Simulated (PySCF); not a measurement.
```xyz
17

C     3.3424   -0.4173    0.0660
N     1.9984   -0.0791    0.3911
C     1.0593   -0.3523   -0.4062
C    -0.3226   -0.0151   -0.1095
C    -0.7220    0.6034    1.0209
Ge   -2.6516    0.8381    0.9564
C    -2.6277   -0.0312   -0.7894
C    -1.3658   -0.3539   -1.0844
H     3.9350    0.4994    0.0724
H     3.4518   -0.9180   -0.9075
H     3.7324   -1.0648    0.8534
H     1.2380   -0.8582   -1.3706
H    -0.0094    0.8809    1.7774
H    -3.4185    0.1127    2.0220
H    -3.1253    2.2619    0.9522
H    -3.4482   -0.2448   -1.4532
H    -1.0731   -0.8497   -2.0008
```

Geometry: GFN2-xTB.

Method: B3LYP/def2-SVPD, SCF density, gas phase (PySCF 2.14.0).

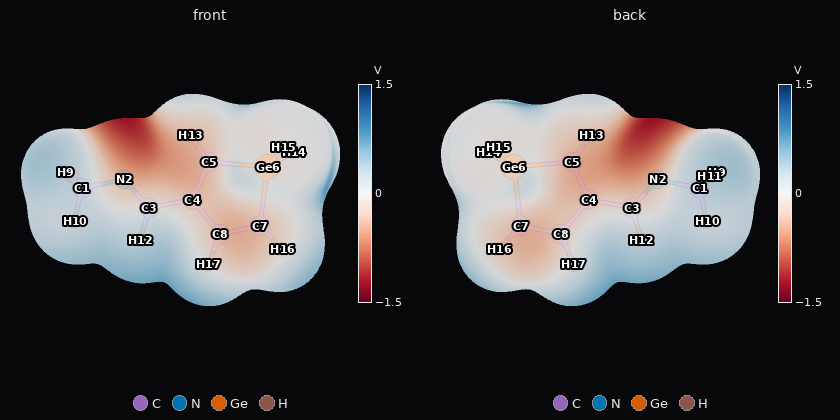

C6H9GeN. The molecular electrostatic potential painted on the density surface at 0.001 e/bohr³, seen from the front and from behind; red is negative and blue positive.

**Which sites attract a positive test charge, and which a negative one?**

A positive charge is drawn to the negative regions and a negative charge to the positive ones. The most negative region (about −1.2 V) lies over N2, the most positive (about +0.8 V) over Ge6. N2 is the likeliest acceptor of a hydrogen bond.

**What dipole moment does the calculation give?**

Its dipole moment is 1.19 D.
